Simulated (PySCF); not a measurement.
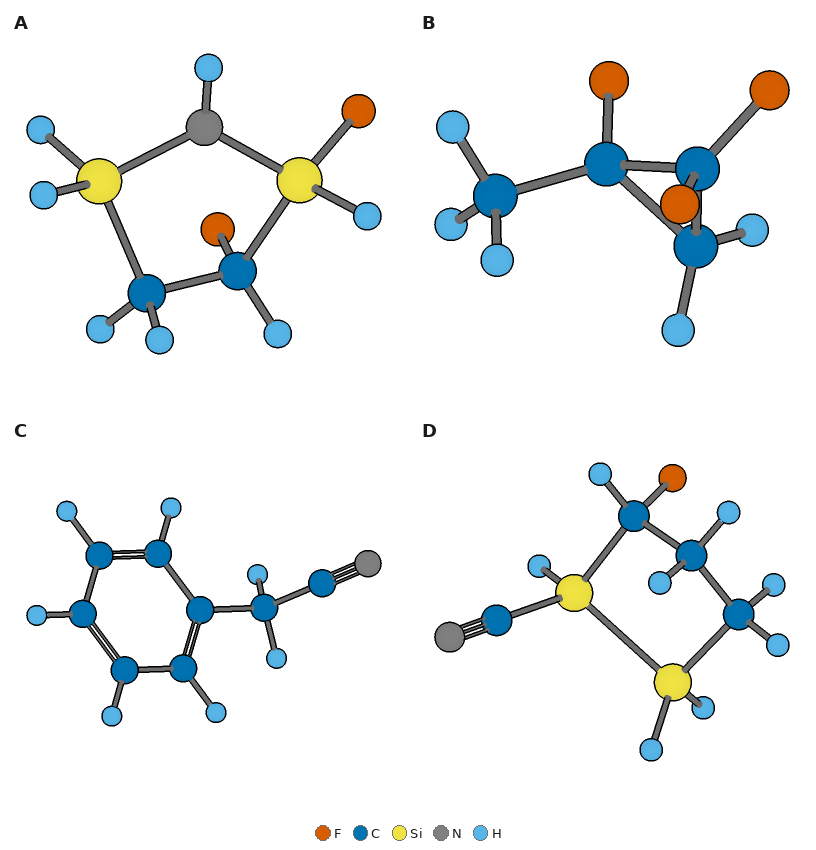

(Drawn from a calculation with PySCF.)

Question: Match each picture to its SMILES.
(1) N#C[Si@@H]1[SiH2]CC[C@H]1F
(2) F[C@@H]1C[SiH2]N[Si@@H]1F
(3) N#CCc1ccccc1
(4) C[C@]1(F)CC1(F)F

Answer: A is (2), B is (4), C is (3), D is (1).
